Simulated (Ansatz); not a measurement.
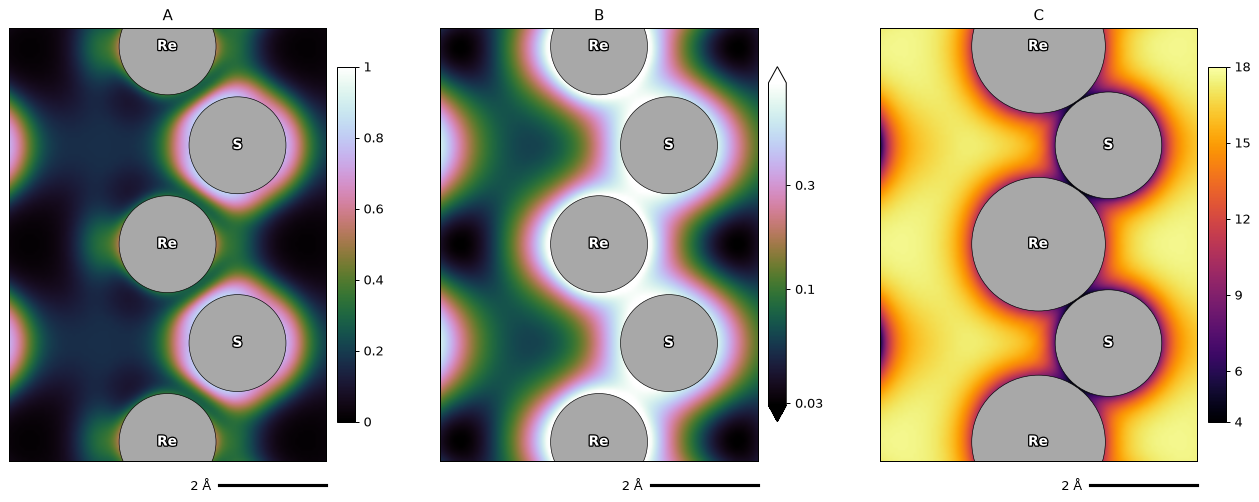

ReS: 3 fields on the (110) plane of the conventional cell, with unlabelled colour scales. Grey discs cover the atomic cores.

Space group F-43m; started from the zinc blende prototype, which need not be the ambient phase; computed without spin polarisation.

The calculation used Ansatz 0.2.0, DFT PBE, scalar-relativistic, plane waves, PAW.

```yaml
crystal:
  lattice:
    - [5.23684, 0.00000, 0.00000]
    - [0.00000, 0.00000, -5.23684]
    - [0.00000, 5.23684, 0.00000]
  atoms:
    - { symbol: Re, position: [0.50000, 0.50000, 0.00000] }
    - { symbol: Re, position: [0.00000, 0.50000, 0.50000] }
    - { symbol: Re, position: [0.00000, 0.00000, 0.00000] }
    - { symbol: Re, position: [0.50000, 0.00000, 0.50000] }
    - { symbol: S, position: [0.25000, 0.75000, 0.25000] }
    - { symbol: S, position: [0.75000, 0.75000, 0.75000] }
    - { symbol: S, position: [0.75000, 0.25000, 0.25000] }
    - { symbol: S, position: [0.25000, 0.25000, 0.75000] }
```

Which field does each panel show? The fields are: electron localisation function, electrostatic potential energy of an electron and valence pseudo-density.

Panel A: electron localisation function. Panel B: valence pseudo-density. Panel C: electrostatic potential energy of an electron (low next to the atoms, rising into the space between them).
